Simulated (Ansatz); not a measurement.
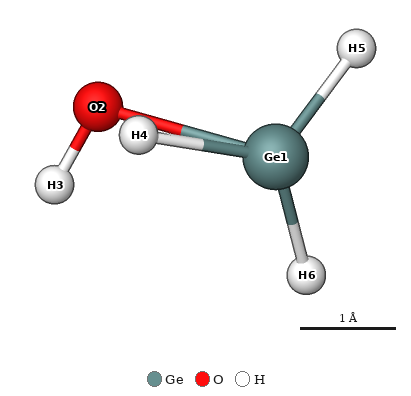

**Figure 1.** The input geometry (ball-and-stick view, seen at a tilt; atoms are numbered from 1 in the order of the input). Sticks mark near contacts. Bond lengths as drawn: Ge–H 1.55 to 1.62 Å, Ge–O 2.04 Å and H–O 0.97 Å.

## Run report: GeH$_{4}$O, molecular dynamics (part 1 of 3)

System: GeH$_{4}$O.
Method: RKS r2SCAN/def2-SVP (Ansatz 0.2.0).

It belongs to a series of runs on one base structure; here: dynamics from the highest image of the converged band. Figures and captions count atoms from 1; the log counts them from 0 in places.

The program's output:
```
Engine: ansatz 0.2.0, aarch64-unknown-linux-gnu
Functional definition: r2SCAN
  parameter k0 = 0.174
  parameter k1 = 0.065
  parameter a1 = 4.9479
  exchange = r2scan_x(k0 = k0, k1 = k1, a1 = a1)
  correlation = r2scan_c
726 factors; their error is unknown
mean field evaluation 1: about -58612.8452 eV, gradient 5.4e1 eV
mean field evaluation 2: about -58553.9712 eV, gradient 1.6e2 eV
mean field evaluation 4: about -58617.8031 eV, gradient 1.1e1 eV
mean field evaluation 8: about -58618.1774 eV, gradient 1.8e-1 eV
mean field evaluation 16: about -58618.1360 eV, gradient 3.3e-5 eV
mean field -58618.13602765 eV, -2154.1767662164 hartree, gradient 3.3e-5 eV, S^2 0.000000; 0 other end points of the search recorded, 0 dependent functions left out
the calculation of the forces begins
reference -58618.13603583 eV, -2154.1767665171 hartree; 22, 22 occupied and 44, 44 virtual orbitals, 726 factors
md step     0: t =     0.00 fs  T =   300.0 K  F+E_penalty+E_count = -58618.13602765 eV  E_kin = 0.155112 eV  conserved = -58617.98091565 eV  (26 SCF iters)
these checks for a lower state are left out or cut short: starts, cluster_reference, orbital_swaps, neighbouring_geometries, increment
726 factors; their error is unknown
mean field -58618.13412784 eV, -2154.1766963997 hartree, gradient 1.6e-5 eV, S^2 0.000000; 0 other end points of the search recorded, 0 dependent functions left out
the calculation of the forces begins
reference -58618.13413603 eV, -2154.1766967006 hartree; 22, 22 occupied and 44, 44 virtual orbitals, 726 factors
md step     1: t =     0.50 fs  T =   296.4 K  F+E_penalty+E_count = -58618.13412784 eV  E_kin = 0.153232 eV  conserved = -58617.98089536 eV  (28 SCF iters)
[... from here on the SCF iterations and repeated set-up lines of each step are left out, up to the last step ...]
md step     2: t =     1.00 fs  T =   288.4 K  F+E_penalty+E_count = -58618.12997125 eV  E_kin = 0.149120 eV  conserved = -58617.98085149 eV  (29 SCF iters)
md step     3: t =     1.50 fs  T =   277.5 K  F+E_penalty+E_count = -58618.12424609 eV  E_kin = 0.143454 eV  conserved = -58617.98079217 eV  (29 SCF iters)
md step     4: t =     2.00 fs  T =   265.3 K  F+E_penalty+E_count = -58618.11789362 eV  E_kin = 0.137168 eV  conserved = -58617.98072605 eV  (29 SCF iters)
md step     5: t =     2.50 fs  T =   254.0 K  F+E_penalty+E_count = -58618.11196890 eV  E_kin = 0.131308 eV  conserved = -58617.98066085 eV  (29 SCF iters)
md step     6: t =     3.00 fs  T =   245.5 K  F+E_penalty+E_count = -58618.10752101 eV  E_kin = 0.126920 eV  conserved = -58617.98060141 eV  (29 SCF iters)
md step     7: t =     3.50 fs  T =   241.7 K  F+E_penalty+E_count = -58618.10551477 eV  E_kin = 0.124965 eV  conserved = -58617.98054960 eV  (29 SCF iters)
md step     8: t =     4.00 fs  T =   244.3 K  F+E_penalty+E_count = -58618.10679604 eV  E_kin = 0.126290 eV  conserved = -58617.98050600 eV  (29 SCF iters)
md step     9: t =     4.50 fs  T =   254.6 K  F+E_penalty+E_count = -58618.11208426 eV  E_kin = 0.131614 eV  conserved = -58617.98046991 eV  (29 SCF iters)
md step    10: t =     5.00 fs  T =   273.7 K  F+E_penalty+E_count = -58618.12197789 eV  E_kin = 0.141537 eV  conserved = -58617.98044133 eV  (29 SCF iters)
md step    11: t =     5.50 fs  T =   302.8 K  F+E_penalty+E_count = -58618.13695556 eV  E_kin = 0.156535 eV  conserved = -58617.98042016 eV  (28 SCF iters)
md step    12: t =     6.00 fs  T =   342.3 K  F+E_penalty+E_count = -58618.15737676 eV  E_kin = 0.176970 eV  conserved = -58617.98040699 eV  (29 SCF iters)
md step    13: t =     6.50 fs  T =   392.8 K  F+E_penalty+E_count = -58618.18348675 eV  E_kin = 0.203087 eV  conserved = -58617.98039985 eV  (27 SCF iters)
md step    14: t =     7.00 fs  T =   454.6 K  F+E_penalty+E_count = -58618.21544780 eV  E_kin = 0.235054 eV  conserved = -58617.98039400 eV  (27 SCF iters)
md step    15: t =     7.50 fs  T =   528.1 K  F+E_penalty+E_count = -58618.25340923 eV  E_kin = 0.273024 eV  conserved = -58617.98038497 eV  (27 SCF iters)
md step    16: t =     8.00 fs  T =   613.6 K  F+E_penalty+E_count = -58618.29760712 eV  E_kin = 0.317244 eV  conserved = -58617.98036349 eV  (25 SCF iters)
md step    17: t =     8.50 fs  T =   712.1 K  F+E_penalty+E_count = -58618.34850106 eV  E_kin = 0.368179 eV  conserved = -58617.98032184 eV  (25 SCF iters)
md step    18: t =     9.00 fs  T =   825.2 K  F+E_penalty+E_count = -58618.40690386 eV  E_kin = 0.426651 eV  conserved = -58617.98025289 eV  (27 SCF iters)
md step    19: t =     9.50 fs  T =   955.3 K  F+E_penalty+E_count = -58618.47407982 eV  E_kin = 0.493922 eV  conserved = -58617.98015767 eV  (25 SCF iters)
md step    20: t =    10.00 fs  T =  1105.7 K  F+E_penalty+E_count = -58618.55173282 eV  E_kin = 0.571686 eV  conserved = -58617.98004696 eV  (25 SCF iters)
md step    21: t =    10.50 fs  T =  1280.2 K  F+E_penalty+E_count = -58618.64184425 eV  E_kin = 0.661901 eV  conserved = -58617.97994340 eV  (25 SCF iters)
md step    22: t =    11.00 fs  T =  1482.4 K  F+E_penalty+E_count = -58618.74632756 eV  E_kin = 0.766443 eV  conserved = -58617.97988414 eV  (25 SCF iters)
md step    23: t =    11.50 fs  T =  1714.7 K  F+E_penalty+E_count = -58618.86648419 eV  E_kin = 0.886569 eV  conserved = -58617.97991513 eV  (25 SCF iters)
md step    24: t =    12.00 fs  T =  1977.2 K  F+E_penalty+E_count = -58619.00235111 eV  E_kin = 1.022272 eV  conserved = -58617.98007931 eV  (24 SCF iters)
md step    25: t =    12.50 fs  T =  2266.1 K  F+E_penalty+E_count = -58619.15208810 eV  E_kin = 1.171683 eV  conserved = -58617.98040496 eV  (24 SCF iters)
md step    26: t =    13.00 fs  T =  2573.7 K  F+E_penalty+E_count = -58619.31160399 eV  E_kin = 1.330715 eV  conserved = -58617.98088885 eV  (24 SCF iters)
md step    27: t =    13.50 fs  T =  2887.9 K  F+E_penalty+E_count = -58619.47463016 eV  E_kin = 1.493143 eV  conserved = -58617.98148690 eV  (24 SCF iters)
md step    28: t =    14.00 fs  T =  3193.6 K  F+E_penalty+E_count = -58619.63334836 eV  E_kin = 1.651230 eV  conserved = -58617.98211787 eV  (24 SCF iters)
md step    29: t =    14.50 fs  T =  3475.2 K  F+E_penalty+E_count = -58619.77949983 eV  E_kin = 1.796804 eV  conserved = -58617.98269554 eV  (23 SCF iters)
md step    30: t =    15.00 fs  T =  3718.2 K  F+E_penalty+E_count = -58619.90559622 eV  E_kin = 1.922451 eV  conserved = -58617.98314507 eV  (23 SCF iters)
md step    31: t =    15.50 fs  T =  3911.7 K  F+E_penalty+E_count = -58620.00594188 eV  E_kin = 2.022522 eV  conserved = -58617.98341950 eV  (24 SCF iters)
md step    32: t =    16.00 fs  T =  4049.5 K  F+E_penalty+E_count = -58620.07725880 eV  E_kin = 2.093742 eV  conserved = -58617.98351715 eV  (25 SCF iters)
md step    33: t =    16.50 fs  T =  4129.8 K  F+E_penalty+E_count = -58620.11871842 eV  E_kin = 2.135253 eV  conserved = -58617.98346515 eV  (24 SCF iters)
md step    34: t =    17.00 fs  T =  4155.0 K  F+E_penalty+E_count = -58620.13159011 eV  E_kin = 2.148302 eV  conserved = -58617.98328821 eV  (25 SCF iters)
md step    35: t =    17.50 fs  T =  4130.8 K  F+E_penalty+E_count = -58620.11880612 eV  E_kin = 2.135771 eV  conserved = -58617.98303495 eV  (25 SCF iters)
md step    36: t =    18.00 fs  T =  4064.6 K  F+E_penalty+E_count = -58620.08432739 eV  E_kin = 2.101579 eV  conserved = -58617.98274794 eV  (25 SCF iters)
md step    37: t =    18.50 fs  T =  3965.1 K  F+E_penalty+E_count = -58620.03255540 eV  E_kin = 2.050101 eV  conserved = -58617.98245417 eV  (25 SCF iters)
md step    38: t =    19.00 fs  T =  3840.6 K  F+E_penalty+E_count = -58619.96791624 eV  E_kin = 1.985739 eV  conserved = -58617.98217737 eV  (25 SCF iters)
md step    39: t =    19.50 fs  T =  3699.1 K  F+E_penalty+E_count = -58619.89453384 eV  E_kin = 1.912601 eV  conserved = -58617.98193296 eV  (25 SCF iters)
md step    40: t =    20.00 fs  T =  3547.7 K  F+E_penalty+E_count = -58619.81601084 eV  E_kin = 1.834282 eV  conserved = -58617.98172879 eV  (25 SCF iters)
md step    41: t =    20.50 fs  T =  3391.9 K  F+E_penalty+E_count = -58619.73531431 eV  E_kin = 1.753747 eV  conserved = -58617.98156763 eV  (27 SCF iters)
md step    42: t =    21.00 fs  T =  3236.3 K  F+E_penalty+E_count = -58619.65475206 eV  E_kin = 1.673305 eV  conserved = -58617.98144678 eV  (25 SCF iters)
md step    43: t =    21.50 fs  T =  3084.2 K  F+E_penalty+E_count = -58619.57601500 eV  E_kin = 1.594653 eV  conserved = -58617.98136198 eV  (25 SCF iters)
md step    44: t =    22.00 fs  T =  2937.7 K  F+E_penalty+E_count = -58619.50024256 eV  E_kin = 1.518934 eV  conserved = -58617.98130887 eV  (25 SCF iters)
md step    45: t =    22.50 fs  T =  2798.3 K  F+E_penalty+E_count = -58619.42810006 eV  E_kin = 1.446818 eV  conserved = -58617.98128243 eV  (25 SCF iters)
md step    46: t =    23.00 fs  T =  2666.3 K  F+E_penalty+E_count = -58619.35986677 eV  E_kin = 1.378590 eV  conserved = -58617.98127638 eV  (27 SCF iters)
md step    47: t =    23.50 fs  T =  2541.9 K  F+E_penalty+E_count = -58619.29552721 eV  E_kin = 1.314242 eV  conserved = -58617.98128534 eV  (26 SCF iters)
md step    48: t =    24.00 fs  T =  2424.5 K  F+E_penalty+E_count = -58619.23486675 eV  E_kin = 1.253565 eV  conserved = -58617.98130162 eV  (27 SCF iters)
md step    49: t =    24.50 fs  T =  2313.7 K  F+E_penalty+E_count = -58619.17758606 eV  E_kin = 1.196266 eV  conserved = -58617.98131982 eV  (27 SCF iters)
md step    50: t =    25.00 fs  T =  2208.9 K  F+E_penalty+E_count = -58619.12341025 eV  E_kin = 1.142081 eV  conserved = -58617.98132887 eV  (27 SCF iters)
md step    51: t =    25.50 fs  T =  2109.9 K  F+E_penalty+E_count = -58619.07222453 eV  E_kin = 1.090899 eV  conserved = -58617.98132571 eV  (27 SCF iters)
md step    52: t =    26.00 fs  T =  2016.9 K  F+E_penalty+E_count = -58619.02414462 eV  E_kin = 1.042835 eV  conserved = -58617.98130958 eV  (27 SCF iters)
md step    53: t =    26.50 fs  T =  1930.7 K  F+E_penalty+E_count = -58618.97952658 eV  E_kin = 0.998242 eV  conserved = -58617.98128448 eV  (27 SCF iters)
md step    54: t =    27.00 fs  T =  1852.2 K  F+E_penalty+E_count = -58618.93890064 eV  E_kin = 0.957639 eV  conserved = -58617.98126186 eV  (27 SCF iters)
md step    55: t =    27.50 fs  T =  1782.4 K  F+E_penalty+E_count = -58618.90280962 eV  E_kin = 0.921555 eV  conserved = -58617.98125436 eV  (27 SCF iters)
md step    56: t =    28.00 fs  T =  1722.0 K  F+E_penalty+E_count = -58618.87160235 eV  E_kin = 0.890323 eV  conserved = -58617.98127985 eV  (27 SCF iters)
md step    57: t =    28.50 fs  T =  1670.8 K  F+E_penalty+E_count = -58618.84520556 eV  E_kin = 0.863858 eV  conserved = -58617.98134747 eV  (27 SCF iters)
md step    58: t =    29.00 fs  T =  1627.6 K  F+E_penalty+E_count = -58618.82298906 eV  E_kin = 0.841528 eV  conserved = -58617.98146121 eV  (27 SCF iters)
md step    59: t =    29.50 fs  T =  1590.1 K  F+E_penalty+E_count = -58618.80375940 eV  E_kin = 0.822151 eV  conserved = -58617.98160876 eV  (27 SCF iters)
md step    60: t =    30.00 fs  T =  1555.4 K  F+E_penalty+E_count = -58618.78597165 eV  E_kin = 0.804210 eV  conserved = -58617.98176156 eV  (27 SCF iters)
md step    61: t =    30.50 fs  T =  1520.8 K  F+E_penalty+E_count = -58618.76819384 eV  E_kin = 0.786319 eV  conserved = -58617.98187503 eV  (25 SCF iters)
md step    62: t =    31.00 fs  T =  1485.3 K  F+E_penalty+E_count = -58618.74982090 eV  E_kin = 0.767936 eV  conserved = -58617.98188450 eV  (26 SCF iters)
md step    63: t =    31.50 fs  T =  1451.1 K  F+E_penalty+E_count = -58618.73199928 eV  E_kin = 0.750271 eV  conserved = -58617.98172786 eV  (25 SCF iters)
md step    64: t =    32.00 fs  T =  1425.6 K  F+E_penalty+E_count = -58618.71845461 eV  E_kin = 0.737075 eV  conserved = -58617.98137941 eV  (25 SCF iters)
md step    65: t =    32.50 fs  T =  1421.1 K  F+E_penalty+E_count = -58618.71568223 eV  E_kin = 0.734783 eV  conserved = -58617.98089965 eV  (25 SCF iters)
md step    66: t =    33.00 fs  T =  1453.2 K  F+E_penalty+E_count = -58618.73181884 eV  E_kin = 0.751360 eV  conserved = -58617.98045902 eV  (25 SCF iters)
md step    67: t =    33.50 fs  T =  1535.0 K  F+E_penalty+E_count = -58618.77395606 eV  E_kin = 0.793668 eV  conserved = -58617.98028838 eV  (25 SCF iters)
md step    68: t =    34.00 fs  T =  1671.4 K  F+E_penalty+E_count = -58618.84471269 eV  E_kin = 0.864159 eV  conserved = -58617.98055336 eV  (24 SCF iters)
md step    69: t =    34.50 fs  T =  1854.0 K  F+E_penalty+E_count = -58618.93985871 eV  E_kin = 0.958617 eV  conserved = -58617.98124181 eV  (27 SCF iters)
md step    70: t =    35.00 fs  T =  2062.6 K  F+E_penalty+E_count = -58619.04861789 eV  E_kin = 1.066469 eV  conserved = -58617.98214889 eV  (24 SCF iters)
md step    71: t =    35.50 fs  T =  2270.2 K  F+E_penalty+E_count = -58619.15676643 eV  E_kin = 1.173777 eV  conserved = -58617.98298936 eV  (24 SCF iters)
md step    72: t =    36.00 fs  T =  2451.2 K  F+E_penalty+E_count = -58619.25089577 eV  E_kin = 1.267350 eV  conserved = -58617.98354542 eV  (25 SCF iters)
md step    73: t =    36.50 fs  T =  2587.8 K  F+E_penalty+E_count = -58619.32175516 eV  E_kin = 1.338019 eV  conserved = -58617.98373586 eV  (25 SCF iters)
md step    74: t =    37.00 fs  T =  2672.8 K  F+E_penalty+E_count = -58619.36555490 eV  E_kin = 1.381942 eV  conserved = -58617.98361263 eV  (25 SCF iters)
md step    75: t =    37.50 fs  T =  2707.8 K  F+E_penalty+E_count = -58619.38333673 eV  E_kin = 1.400049 eV  conserved = -58617.98328733 eV  (25 SCF iters)
md step    76: t =    38.00 fs  T =  2700.9 K  F+E_penalty+E_count = -58619.37936134 eV  E_kin = 1.396486 eV  conserved = -58617.98287568 eV  (27 SCF iters)
md step    77: t =    38.50 fs  T =  2663.1 K  F+E_penalty+E_count = -58619.35937556 eV  E_kin = 1.376907 eV  conserved = -58617.98246826 eV  (27 SCF iters)
md step    78: t =    39.00 fs  T =  2605.4 K  F+E_penalty+E_count = -58619.32922744 eV  E_kin = 1.347107 eV  conserved = -58617.98212025 eV  (27 SCF iters)
md step    79: t =    39.50 fs  T =  2537.8 K  F+E_penalty+E_count = -58619.29399263 eV  E_kin = 1.312136 eV  conserved = -58617.98185636 eV  (27 SCF iters)
md step    80: t =    40.00 fs  T =  2467.7 K  F+E_penalty+E_count = -58619.25757068 eV  E_kin = 1.275892 eV  conserved = -58617.98167900 eV  (27 SCF iters)
md step    81: t =    40.50 fs  T =  2400.3 K  F+E_penalty+E_count = -58619.22261903 eV  E_kin = 1.241041 eV  conserved = -58617.98157823 eV  (25 SCF iters)
md step    82: t =    41.00 fs  T =  2338.7 K  F+E_penalty+E_count = -58619.19071177 eV  E_kin = 1.209181 eV  conserved = -58617.98153117 eV  (25 SCF iters)
md step    83: t =    41.50 fs  T =  2284.5 K  F+E_penalty+E_count = -58619.16267463 eV  E_kin = 1.181166 eV  conserved = -58617.98150885 eV  (26 SCF iters)
md step    84: t =    42.00 fs  T =  2238.8 K  F+E_penalty+E_count = -58619.13903016 eV  E_kin = 1.157551 eV  conserved = -58617.98147872 eV  (25 SCF iters)
md step    85: t =    42.50 fs  T =  2203.1 K  F+E_penalty+E_count = -58619.12049346 eV  E_kin = 1.139084 eV  conserved = -58617.98140960 eV  (25 SCF iters)
md step    86: t =    43.00 fs  T =  2180.0 K  F+E_penalty+E_count = -58619.10841727 eV  E_kin = 1.127131 eV  conserved = -58617.98128606 eV  (25 SCF iters)
md step    87: t =    43.50 fs  T =  2173.7 K  F+E_penalty+E_count = -58619.10502425 eV  E_kin = 1.123913 eV  conserved = -58617.98111091 eV  (25 SCF iters)
md step    88: t =    44.00 fs  T =  2190.2 K  F+E_penalty+E_count = -58619.11331873 eV  E_kin = 1.132405 eV  conserved = -58617.98091411 eV  (25 SCF iters)
md step    89: t =    44.50 fs  T =  2235.5 K  F+E_penalty+E_count = -58619.13659414 eV  E_kin = 1.155846 eV  conserved = -58617.98074840 eV  (25 SCF iters)
md step    90: t =    45.00 fs  T =  2315.0 K  F+E_penalty+E_count = -58619.17760033 eV  E_kin = 1.196924 eV  conserved = -58617.98067658 eV  (25 SCF iters)
md step    91: t =    45.50 fs  T =  2430.8 K  F+E_penalty+E_count = -58619.23757817 eV  E_kin = 1.256827 eV  conserved = -58617.98075134 eV  (25 SCF iters)
md step    92: t =    46.00 fs  T =  2580.9 K  F+E_penalty+E_count = -58619.31544445 eV  E_kin = 1.334442 eV  conserved = -58617.98100269 eV  (25 SCF iters)
md step    93: t =    46.50 fs  T =  2757.8 K  F+E_penalty+E_count = -58619.40733045 eV  E_kin = 1.425897 eV  conserved = -58617.98143378 eV  (25 SCF iters)
md step    94: t =    47.00 fs  T =  2948.6 K  F+E_penalty+E_count = -58619.50654662 eV  E_kin = 1.524523 eV  conserved = -58617.98202326 eV  (25 SCF iters)
md step    95: t =    47.50 fs  T =  3135.6 K  F+E_penalty+E_count = -58619.60395796 eV  E_kin = 1.621237 eV  conserved = -58617.98272097 eV  (25 SCF iters)
md step    96: t =    48.00 fs  T =  3298.3 K  F+E_penalty+E_count = -58619.68880772 eV  E_kin = 1.705369 eV  conserved = -58617.98343863 eV  (25 SCF iters)
```
